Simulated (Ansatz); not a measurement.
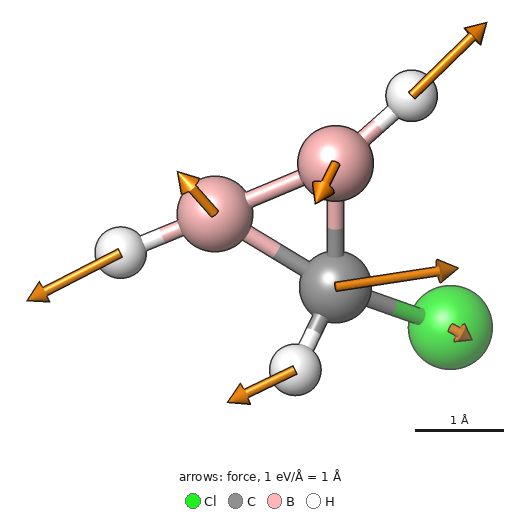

Starting geometry of CH₃B₂Cl with the computed forces as orange arrows. Style: ball-and-stick. Shown at a tilt.

The run prepares the start of a later molecular dynamics calculation, from a guessed geometry.

The calculation used Ansatz 0.2.0, RKS revPBE/def2-SVP. (no spin polarisation; force threshold 0.02 eV/Å; at most 40 steps)

What follows when this structure is relaxed?

Answer. It isn't relaxed: the largest force vector, on the C atom, is 1.46 eV/Å. The final displacements have little in common with the starting forces (cosine between the two patterns 0.14). The energy falls by 45.9 kJ/mol in 11 accepted moves (12 points after the start). Largest force component: 1.4 eV/Å at the start, 0.014 eV/Å at the end. The line search rejected the trial step at point 8 of the run. An H atom moves most after the best rigid fit: 0.74 Å. Largest moves by element: H 0.74 Å, Cl 0.55 Å, C 0.28 Å, B 0.27 Å. Some distances before and after: B–H 1.995 → 1.417 Å, C–H 1.091 → 1.182 Å, B–C 1.532 → 1.467 Å, B–B 1.528 → 1.587 Å. Among the angles between lasting bonds that change: B–C–H 92.5° → 57.8°, Cl–C–B 119.2° → 142.7°, C–B–H 127.0° → 141.1°. The run took 18 s on 1 thread of Arm Neoverse V2 (shared host), peak memory 0.11 GiB.
